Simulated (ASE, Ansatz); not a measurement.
# Electronic structure of the unslipped end of a generalised stacking fault on (110) of a LiCl-LiBr solid solution (56 atoms), part 2 of 2

Wanted: forces, charges and levels of the unslipped end of a generalised stacking fault on (110) of a LiCl-LiBr solid solution (56 atoms).

Ansatz 0.2.0; Kohn-Sham DFT, PBE, PAW (set soft_2), plane waves.

The cell: 28 Li, 10 Br and 18 Cl. The cell is under 6 Å thick along one periodic direction. The host structure and its lattice constant were typed by rule, without a check against the phase diagram.

So far. Step 2 (Plane-wave single point): Mean Löwdin charges: Br -0.55, Cl -0.63, Li +0.66 e (they miss 0.62 % of the electrons, so they add up to more than the cell's charge). The charge on Li changes by -0.011 e for each Br neighbour that takes the place of another kind, on average.

## (3) Structure statistics

Bonds and neighbours are counted at the geometry of the runs.

Density 2.63 g/cm³, 18.40 Å³ an atom.

g(r), total and by pair (bins of 0.2 Å):

```
r (Å)  total  Li-Li  Li-Cl  Li-Br  Cl-Cl  Cl-Br  Br-Br
 2.60   6.05   0.00  12.45  11.45   0.00   0.00   0.00
 2.80   0.27   0.00   0.21   1.14   0.00   0.00   0.00
 3.00   0.00   0.00   0.00   0.00   0.00   0.00   0.00
 3.20   0.00   0.00   0.00   0.00   0.00   0.00   0.00
 3.40   0.00   0.00   0.00   0.00   0.00   0.00   0.00
 3.60   0.35   0.46   0.00   0.00   0.75   1.18   0.60
 3.80   5.85  11.94   0.00   0.00  12.05  10.62  12.29
 4.00   0.12   0.20   0.00   0.00   0.16   0.29   0.53
 4.20   0.00   0.00   0.00   0.00   0.00   0.00   0.00
 4.40   0.00   0.00   0.00   0.00   0.00   0.00   0.00
 4.60   2.62   0.00   5.34   5.05   0.00   0.00   0.00
 4.80   0.18   0.00   0.25   0.53   0.00   0.00   0.00
 5.00   0.00   0.00   0.00   0.00   0.00   0.00   0.00
 5.20   1.42   2.82   0.00   0.00   3.27   2.29   3.54
 5.40   0.15   0.32   0.00   0.00   0.00   0.62   0.00
 5.60   0.00   0.00   0.00   0.00   0.00   0.00   0.00
 5.80   3.67   0.00   7.80   6.55   0.00   0.00   0.00
 6.00   1.37   0.00   2.31   3.50   0.00   0.00   0.00
 6.20   0.01   0.00   0.02   0.04   0.00   0.00   0.00
 6.40   3.73   7.45   0.00   0.00   7.80   7.45   6.30
 6.60   0.47   0.94   0.00   0.00   0.58   1.05   1.90
 6.80   0.00   0.00   0.00   0.00   0.00   0.00   0.00
 7.00   0.00   0.00   0.00   0.00   0.00   0.00   0.00
 7.20   0.00   0.00   0.00   0.00   0.00   0.00   0.00
 7.40   1.36   2.72   0.00   0.00   2.93   2.54   2.67
 7.60   0.22   0.44   0.00   0.00   0.17   0.72   0.28
 7.80   1.66   0.00   3.44   3.12   0.00   0.00   0.00
```

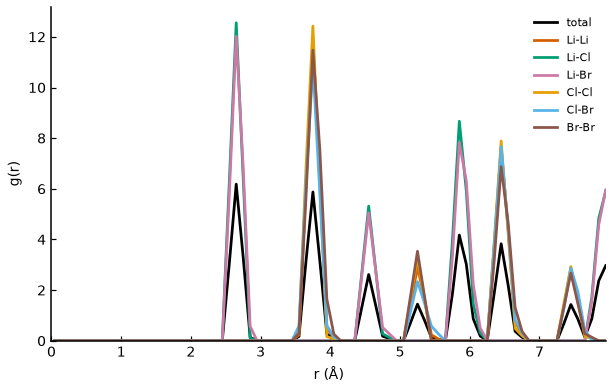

Pair distribution functions, lightly smoothed.

Bonds by pair of elements; cutoffs follow the first minimum of g(r), held within bounds set by covalent radii, and pairs that aren't listed don't count as bonded:

```
pair A-B  cutoff (Å)  bonds  mean length (Å)  spread (Å)  shortest (Å)  B about A  A about B
   Li-Cl        3.06    108             2.64       0.025          2.60       3.86          6
   Li-Br        3.18     60             2.65       0.045          2.61       2.14          6
```

How many atoms have how many bonded neighbours:

```
element  mean   6
     Br     6  10
     Cl     6  18
     Li     6  28
```

Bond angles, per cent of each kind in bins of 5°:

```
angle (°)  Li-Cl-Li  Br-Li-Cl  Cl-Li-Cl  Li-Br-Li  Br-Li-Br
    80–85       0.4       1.1       0.0       2.0       3.5
    85–90      40.0      36.4      37.6      36.0      29.3
    90–95      39.6      42.9      42.1      42.0      46.6
   95–100       0.0       0.0       0.0       0.0       0.0
  100–105       0.0       0.0       0.0       0.0       0.0
  105–110       0.0       0.0       0.0       0.0       0.0
  110–115       0.0       0.0       0.0       0.0       0.0
  115–120       0.0       0.0       0.0       0.0       0.0
  120–125       0.0       0.0       0.0       0.0       0.0
  125–130       0.0       0.0       0.0       0.0       0.0
  130–135       0.0       0.0       0.0       0.0       0.0
  135–140       0.0       0.0       0.0       0.0       0.0
  140–145       0.0       0.0       0.0       0.0       0.0
  145–150       0.0       0.0       0.0       0.0       0.0
  150–155       0.0       0.0       0.0       0.0       0.0
  155–160       0.0       0.0       0.0       0.0       0.0
  160–165       0.0       0.0       0.0       0.0       0.0
  165–170       0.0       0.0       0.0       0.0       0.0
  170–175       0.0       0.0       0.0       0.0       0.0
  175–180      20.0      19.6      20.2      20.0      20.7
```

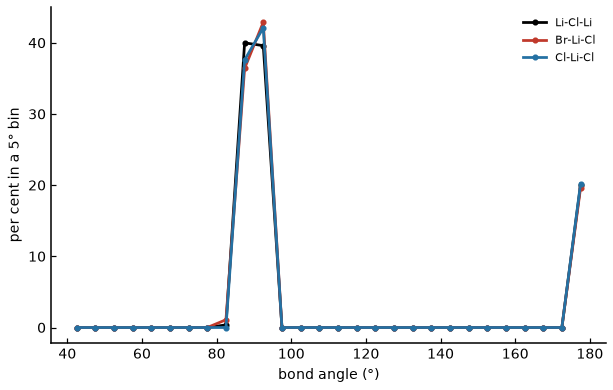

Distributions of the most common bond angles.

Bond angles (no mean is given where the spread exceeds 20°):

```
   angle  count  mean (°)  spread (°)
Li-Cl-Li    270         -           -
Br-Li-Cl    184         -           -
Cl-Li-Cl    178         -           -
Li-Br-Li    150         -           -
Br-Li-Br     58         -           -
```

Counting bonds as in the table, all Br atoms have 6, all Cl atoms have 6 and all Li atoms have 6 bonded neighbours.

The surroundings of Br2, which bears the longest force, nearest first, numbered as they follow in the input and with coordinates relative to it.

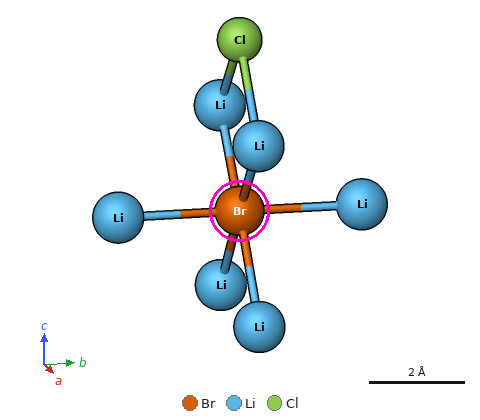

The atoms of the table, within 3.7 Å (arrows a, b, c point along x, y, z); some may hide others; the central atom is ringed.

```
atom      x      y      z  distance (Å)  bonds  Löwdin charge (e)      Fx      Fy  Fz (eV/Å)
 Br2   0.00   0.00   0.00          0.00      6              -0.55   0.092   0.003     -0.281
Li17  -1.87   0.00   1.84          2.62      6               0.64   0.010  -0.005      0.236
Li43   0.01  -2.63   0.00          2.63      6               0.64   0.189  -0.013     -0.082
 Li3   1.87  -0.01   1.86          2.63      6               0.66   0.004   0.008      0.220
Li43   0.01   2.64   0.00          2.64      6               0.64   0.189  -0.013     -0.082
Li15  -1.85   0.01  -2.06          2.76      6               0.64  -0.006  -0.010     -0.147
 Li1   1.88   0.00  -2.07          2.79      6               0.67  -0.004  -0.004     -0.144
 Cl4  -0.01   0.00   3.71          3.71      6              -0.63   0.083  -0.015      0.021
```

The column of bonds counts only the pairs Li-Cl within 3.06 Å, Li-Br within 3.18 Å; other neighbours, such as metal atoms beside each other in a compound, aren't counted, and periodic images can show an atom twice.

## (4) Summary of results

```yaml
free_energy_per_atom: -948.0308 eV/atom
density: 2.63 g/cm³
pressure: 0.2636 GPa
r_m_s_force_component: 0.09155 eV/Å
spacing_of_highest_filled_and_lowest_empty_level: 5.426 eV
wall_time_of_the_1_dft_run: 25 s
```

In words: Between filled and empty levels lie 5.43 eV on the run's k-points; the mesh holds the band edges only if they fold onto it, so the gap at this level can be narrower or closed, while semilocal functionals tend to narrow gaps against experiment. Counting bonds as in the table, all Br atoms have 6, all Cl atoms have 6 and all Li atoms have 6 bonded neighbours.

[Logs are printed without paths, hosts, clocks, repeated set-up lines and the standing remarks that a program may print on its own settings, such as how far it seeks lower states.]

[Hosts, paths, dates, database ids (printed as entryN), source tags and the programs' standing remarks are cut or masked in the printed files.]
